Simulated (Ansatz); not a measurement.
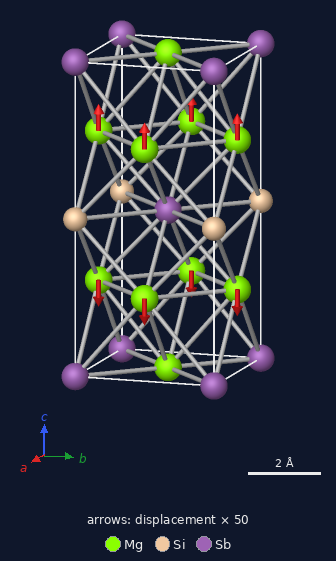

This is a relaxation of crystalline Mg5SiSb2 (a generated structure, set up in P4/mmm) (coarse preliminary run). The starting structure is drawn; red arrows show the displacements (the part carried along by the change of the cell is left out), 50 times their true length.

A ball-and-stick model of the cell of the calculation, seen slightly off an axis.

Level of theory: DFT PBE, scalar-relativistic, plane waves, PAW in Ansatz.

Input file:
```yaml
crystal:
  lattice:
    - [4.07591321, 0.0, 0.0]
    - [0.0, 4.07591321, 0.0]
    - [0.0, 0.0, 8.93653993]
  atoms:
    - { symbol: Mg, position: [0.0, 0.5, 0.26230901] }
    - { symbol: Mg, position: [0.5, 0.0, 0.73769099] }
    - { symbol: Mg, position: [0.5, 0.0, 0.26230901] }
    - { symbol: Mg, position: [0.0, 0.5, 0.73769099] }
    - { symbol: Mg, position: [0.5, 0.5, 0.0] }
    - { symbol: Si, position: [0.0, 0.0, 0.5] }
    - { symbol: Sb, position: [0.0, 0.0, 0.0] }
    - { symbol: Sb, position: [0.5, 0.5, 0.5] }
basis:
  ecutwfc: 420
kpoints:
  mp_grid: { grid: [4, 4, 2] }
hamiltonian:
  xc: pbe
scf:
  occupations: { method: gaussian, width: 0.1 }
  lower_state_search: "off"
output:
  forces: true
  stress: true
  eigenvalues: true
relax:
  adjacent_minimum: "off"
  f_tol: 0.04
  max_steps: 70
  cell: { stress_tol: 0.4 }
```

Run as
```bash
ansatz run input.yaml --threads 1 --pin off --max-ram 2560MiB --backend cpu --events-out ev --progress --plain --runs-dir out
```

Which element moves most?

Magnesium: up to 0.015 Å, against 0.000 Å for antimony.

What happened in the run?

The largest moves relative to the cell, 0.015 Å, are those of Mg1, Mg2, Mg3 and Mg4. Mg2 goes along +c. Sb and Si stay in place. Cell: a = b 4.076 → 4.412 Å (+8.3 %), c 8.937 → 9.043 Å (+1.2 %). Volume +18.6 %. Among the contacts that change: Mg1–Mg3 2.882 → 3.120 Å, Mg5–Sb7 2.882 → 3.120 Å, Si6–Sb8 2.882 → 3.120 Å, Mg1–Sb8 2.944 → 3.091 Å. The space group stays P4/mmm (No. 123). After 3 accepted moves (4 points after the start) the energy has fallen by 1.074 eV per cell of the calculation. Largest force component: 0.11 eV/Å at the start, 0.0075 eV/Å at the end. The pressure goes from 12.03 to 0.04 GPa. At 1 point the geometry stayed and the basis and grid were re-selected for the new cell (energy shift of 5.0 meV per cell of the calculation at most each time).

Limits of the set-up: the k-point mesh is coarse for a cell with partly filled bands.
